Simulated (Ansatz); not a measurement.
```xyz
11

C     0.0555   -1.4165    3.5743
B    -1.3029   -0.1936    1.6853
N    -0.6327   -0.1711    3.1838
H    -0.3711   -0.3922    0.9159
H    -2.1158   -1.1092    1.7071
H    -1.8181    0.9084    1.5480
H     0.0183    0.6171    3.2231
H    -1.3741    0.0457    3.8545
H    -0.6682   -2.2405    3.5302
H     0.4867   -1.3488    4.5851
H     0.8476   -1.6188    2.8420
```

Geometry: B3LYP-D3(BJ)/def2-SVP.

Theory: isolated molecule in a Gaussian basis; Kohn-Sham density functional theory, functional PBE0 (Ansatz).

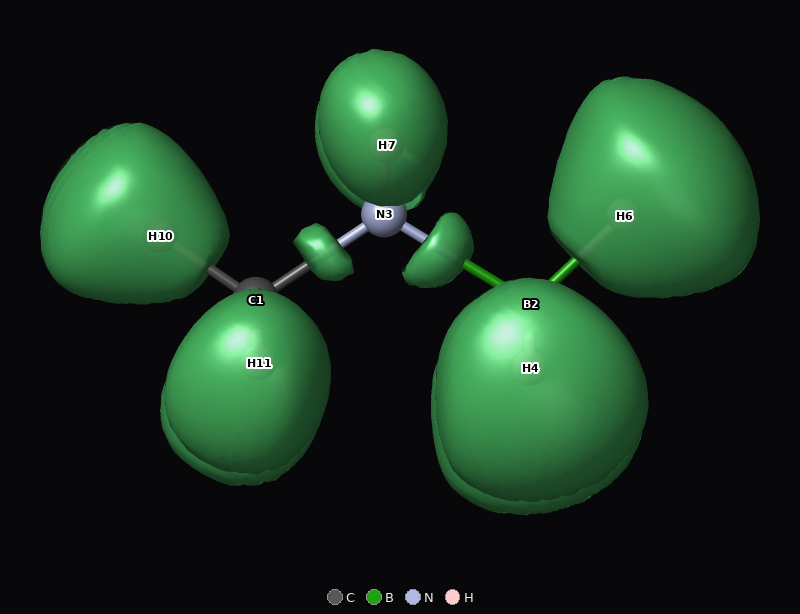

CH₈BN (SMILES [BH3-][NH2+]C). Isosurface of the ELF at 0.85 (green), seen across its widest extent. Core shells and regions of very low density are left out.

Identify the bonds, lone pairs and shells in this picture.

Answer. The surface consists of one region between bonded B–N atoms (shared pairs), one region between bonded C–N atoms (shared pairs) and eight regions around hydrogen nuclei. Profiles from the grid: C–N (1.48 Å): the ELF peaks at about 0.95 between the atoms, as expected for a shared electron pair. B–N (1.64 Å): the ELF peaks at about 0.95 between the atoms; a polar covalent bond.
